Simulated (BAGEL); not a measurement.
**GaH2OF (SMILES [OH][GaH][F]), step by step**

Wanted: a single-point energy (HF/def2-SV(P)), then a single-point energy (NEVPT2(2,2)/def2-SV(P)), then the energy (CASPT2(2,2)/def2-SV(P)) of GaH2OF. 

The calculation is run with BAGEL 1.2.2.

2 further runs of the same task are left out: 2 set aside as unsound or not needed.

## Step 1: The molecule

The species is GaH2OF (5 atoms), meant as a singlet with charge 0. SMILES: `[OH][GaH][F]`. The O1–H4 distance was set to 1.823 Å, away from the relaxed value. At this shape a bond of the SMILES string is far longer than usual.

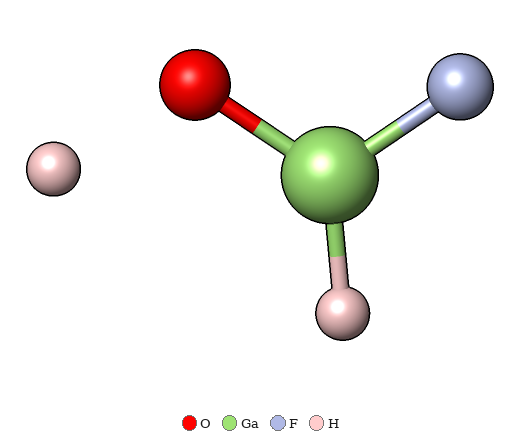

Viewed from a chosen angle; oxygen red, gallium green, fluorine light blue, hydrogen pink.

## Step 2: The energy at HF/def2-SV(P) (density fitting with svp-jkfit) (run 1)

File input.json:

```json
{ "bagel" : [

{
  "title" : "molecule",
  "basis" : "def2-sv_p_.json",
  "df_basis" : "svp-jkfit",
  "geometry" : [
    { "atom" : "O", "xyz" : [ -1.99974787,  0.30253192, -1.33735162 ] },
    { "atom" : "Ga", "xyz" : [  0.86148646,  1.94508187, -0.77156762 ] },
    { "atom" : "F", "xyz" : [  0.96466550,  4.77456880, -2.46627401 ] },
    { "atom" : "H", "xyz" : [ -2.28770245, -2.68473391,  0.35375673 ] },
    { "atom" : "H", "xyz" : [  3.10137883,  1.18333327,  0.93920144 ] }
  ]
},
{
  "title" : "hf",
  "charge" : 0
},
{
  "title" : "print",
  "file" : "orbitals.molden",
  "orbitals" : true
}

]}
```

The basis set def2-SV(P) is read from a file made from the Basis Set Exchange's data (not shown).

Launch:

```sh
$ BAGEL_NUM_THREADS=1 BAGEL input.json > input.out
```

What it wrote:

```text
* using 1 threads per process

  ===============================================================
  ===============================================================

  *** Geometry ***

  { "atom" : "O", "xyz" : [     -1.999748,      0.302532,     -1.337352 ] },
  { "atom" : "Ga", "xyz" : [      0.861486,      1.945082,     -0.771568 ] },
  { "atom" : "F", "xyz" : [      0.964665,      4.774569,     -2.466274 ] },
  { "atom" : "H", "xyz" : [     -2.287702,     -2.684734,      0.353757 ] },
  { "atom" : "H", "xyz" : [      3.101379,      1.183333,      0.939201 ] },

  Number of auxiliary basis functions:      456

  Since a DF basis is specified, we compute 2- and 3-index integrals:
    o Being stored without compression. Storage requirement is 0.015 GB

  Number of basis functions:       64
  Number of electrons      :       50

    * METHOD: MOLECULE                             0.19

  *** RHF ***

  === Nuclear Repulsion ===
   194.4184521521

      * DIIS with orbital gradients will be used.

  === RHF iteration (def2-sv_p_.json) ===
      0      -2097.75284337          0.03409865           0.05
      1      -2097.65807483          0.04104858           0.05
      2      -2098.17743823          0.00462156           0.05
      3      -2098.18512514          0.00206973           0.05
      4      -2098.18732908          0.00052390           0.05
      5      -2098.18763974          0.00018981           0.05
      6      -2098.18767008          0.00009739           0.05
      7      -2098.18767813          0.00003566           0.05
      8      -2098.18767918          0.00002569           0.05
      9      -2098.18767997          0.00001489           0.05
     10      -2098.18768050          0.00000666           0.05
     11      -2098.18768055          0.00000371           0.05
     12      -2098.18768056          0.00000118           0.05
     13      -2098.18768056          0.00000049           0.05
     14      -2098.18768056          0.00000029           0.05
     15      -2098.18768056          0.00000013           0.05
     16      -2098.18768056          0.00000006           0.05
     17      -2098.18768056          0.00000004           0.05
     18      -2098.18768056          0.00000003           0.05
     19      -2098.18768056          0.00000002           0.05
     20      -2098.18768056          0.00000001           0.05
    * SCF iteration converged.

    * Permanent dipole moment:
           (   -0.434229,     1.177000,    -0.969042) a.u.

    * METHOD: HF                                   1.16

    * METHOD: PRINT                                0.01

  ===============================================================
```

Wall time 1.8 s (1 thread of Intel Xeon 6975P-C (Granite Rapids), shared host); peak memory 0.14 GiB.

## Step 3: A single-point energy at NEVPT2(2,2)/def2-SV(P) (density fitting with svp-jkfit) (run 2)

File job.json:

```json
{ "bagel" : [

{
  "title" : "molecule",
  "basis" : "def2-sv_p_.json",
  "df_basis" : "svp-jkfit",
  "angstrom" : false,
  "geometry" : [
    { "atom" : "O", "xyz" : [    -1.99974787,     0.30253192,    -1.33735162 ] },
    { "atom" : "Ga", "xyz" : [     0.86148646,     1.94508187,    -0.77156762 ] },
    { "atom" : "F", "xyz" : [     0.96466550,     4.77456880,    -2.46627401 ] },
    { "atom" : "H", "xyz" : [    -2.28770245,    -2.68473391,     0.35375673 ] },
    { "atom" : "H", "xyz" : [     3.10137883,     1.18333327,     0.93920144 ] }
  ]
},

{ "title" : "hf" },

{
  "title" : "nevpt2",
  "nstate" : 1,
  "nact" : 2,
  "nclosed" : 24,
  "nspin" : 0,
  "active" : [25, 26],
  "maxiter" : 200,
  "natocc" : true,
  "ncore" : 11
},

{ "title" : "print", "file" : "orbitals.molden", "orbitals" : true }

]}
```

The basis set def2-SV(P) is read from a file made from the Basis Set Exchange's data (not shown).

Launch:

```sh
$ BAGEL_NUM_THREADS=1 BAGEL job.json > job.out
```

What it wrote:

```text
* using 1 threads per process

  ===============================================================
  ===============================================================

  *** Geometry ***

  { "atom" : "O", "xyz" : [     -1.999748,      0.302532,     -1.337352 ] },
  { "atom" : "Ga", "xyz" : [      0.861486,      1.945082,     -0.771568 ] },
  { "atom" : "F", "xyz" : [      0.964665,      4.774569,     -2.466274 ] },
  { "atom" : "H", "xyz" : [     -2.287702,     -2.684734,      0.353757 ] },
  { "atom" : "H", "xyz" : [      3.101379,      1.183333,      0.939201 ] },

  Number of auxiliary basis functions:      456

  Since a DF basis is specified, we compute 2- and 3-index integrals:
    o Being stored without compression. Storage requirement is 0.015 GB

[... 18 lines left out ...]
    * SCF iteration converged.
[... 1 line left out ...]
    * Permanent dipole moment:
[... 28 lines left out ...]
    * Second-order optimization converged. *

     guess   0:   closed 1.                   open ..

  === FCI iteration ===

      0  0     -2098.17913681     1.08e-01      0.00
      1  0     -2098.26881361     2.35e-02      0.00
      2  0 *   -2098.27357667     6.11e-16      0.00

     * ci vector, state   0, <S^2> = 0.0000
       2.     0.9152205523
       .2    -0.4029532735

  === DF-NEVPT2 calculation ===

    * 3-index integral transformation done
    * assembly done

      NEVPT2 correlation energy:   -0.5430013015      0.08

          (+0)     -0.4752233662
          (+0)'    -0.0200551985
          (+1)     -0.0099887403
          (+1)'    -0.0000000000
          (+2)     -0.0004485924
          (-1)     -0.0361561217
          (-1)'     0.0000000000
          (-2)     -0.0011292824

      NEVPT2 total energy:       -2098.8165779672

    * METHOD: NEVPT2                               3.05

    * METHOD: PRINT                                0.01

  ===============================================================
```

Wall time 4.8 s (1 thread of Intel Xeon 6975P-C (Granite Rapids), shared host); peak memory 0.14 GiB.

## Step 4: The energy at CASPT2(2,2)/def2-SV(P) (density fitting with svp-jkfit) (run 3)

File input.json:

```json
{ "bagel": [

{
  "title": "molecule",
  "basis": "def2-sv_p_.json",
  "df_basis": "svp-jkfit",
  "geometry": [
    { "atom": "O", "xyz": [    -1.99974787,     0.30253192,    -1.33735162 ] },
    { "atom": "Ga", "xyz": [     0.86148646,     1.94508187,    -0.77156762 ] },
    { "atom": "F", "xyz": [     0.96466550,     4.77456880,    -2.46627401 ] },
    { "atom": "H", "xyz": [    -2.28770245,    -2.68473391,     0.35375673 ] },
    { "atom": "H", "xyz": [     3.10137883,     1.18333327,     0.93920144 ] }
  ]
},

{
  "title": "hf"
},

{
  "title": "casscf",
  "nstate": 1,
  "nact": 2,
  "nclosed": 24,
  "active": [25, 26],
  "maxiter": 200,
  "natocc": true
},

{
  "title": "print",
  "file": "orbitals.molden",
  "orbitals": true
},

{
  "title": "smith",
  "method": "caspt2",
  "ms": true,
  "xms": true,
  "sssr": true,
  "shift": 0.2,
  "shift_imag": true,
  "ncore": 11
}

]}
```

The basis set def2-SV(P) is read from a file made from the Basis Set Exchange's data (not shown).

Launch:

```sh
$ BAGEL_NUM_THREADS=1 BAGEL input.json > input.out
```

What it wrote:

```text
* using 1 threads per process

  ===============================================================
  ===============================================================

  *** Geometry ***

  { "atom" : "O", "xyz" : [     -1.999748,      0.302532,     -1.337352 ] },
  { "atom" : "Ga", "xyz" : [      0.861486,      1.945082,     -0.771568 ] },
  { "atom" : "F", "xyz" : [      0.964665,      4.774569,     -2.466274 ] },
  { "atom" : "H", "xyz" : [     -2.287702,     -2.684734,      0.353757 ] },
  { "atom" : "H", "xyz" : [      3.101379,      1.183333,      0.939201 ] },

  Number of auxiliary basis functions:      456

  Since a DF basis is specified, we compute 2- and 3-index integrals:
    o Being stored without compression. Storage requirement is 0.015 GB

[... 18 lines left out ...]
    * SCF iteration converged.
[... 1 line left out ...]
    * Permanent dipole moment:
[... 27 lines left out ...]
    * Second-order optimization converged. *
[... 9 lines left out ...]
     * ci vector, state   0, <S^2> = 0.0000
[... 16 lines left out ...]
    * Zeroth order energy : state  0       -0.6645360810
[... 4 lines left out ...]
       #      aibj      arbs      arbi      airj      risj      airs      arst      rist         Etot      error   time
[... 2 lines left out ...]
       0  -0.47401  -0.00141  -0.03805  -0.01062  -0.00062  -0.02052  -0.00000  -0.00000   -0.5452279  0.0009331   0.04
       1  -0.47405  -0.00141  -0.03813  -0.01065  -0.00063  -0.02065  -0.00000  -0.00000   -0.5455206  0.0000773   0.03
       2  -0.47405  -0.00141  -0.03813  -0.01065  -0.00063  -0.02065  -0.00000  -0.00000   -0.5455234  0.0000107   0.03
       3  -0.47405  -0.00141  -0.03813  -0.01065  -0.00063  -0.02065  -0.00000  -0.00000   -0.5455234  0.0000016   0.03
       4  -0.47405  -0.00141  -0.03813  -0.01065  -0.00063  -0.02065   0.00000  -0.00000   -0.5455234  0.0000002   0.03

      ------------------------------------------------------------------------------------------------------------------

    * CASPT2 energy : state  0    -2098.8209258195
        w/o shift correction      -2098.8191000781
        reference weight              0.8812495776

    * METHOD: SMITH                                0.26

  ===============================================================
```

Run time: 4.8 s. Hardware: 1 thread of Intel Xeon 6975P-C (Granite Rapids), shared host; peak memory 0.14 GiB.

## Step 5: What came out

| quantity | value |
| --- | --- |
| run 1, HF/def2-SV(P): total energy | -2098.18768 Eh |
| run 1, HF/def2-SV(P): dipole moment | 4.03 D |
| run 1, HF/def2-SV(P): HOMO energy | -12.13 eV |
| run 1, HF/def2-SV(P): LUMO energy | -0.39 eV |
| run 1, HF/def2-SV(P): HOMO–LUMO gap | 11.74 eV |
| run 2, NEVPT2(2,2)/def2-SV(P): total energy | -2098.81658 Eh |
| run 3, CASPT2(2,2)/def2-SV(P): total energy | -2098.82093 Eh |
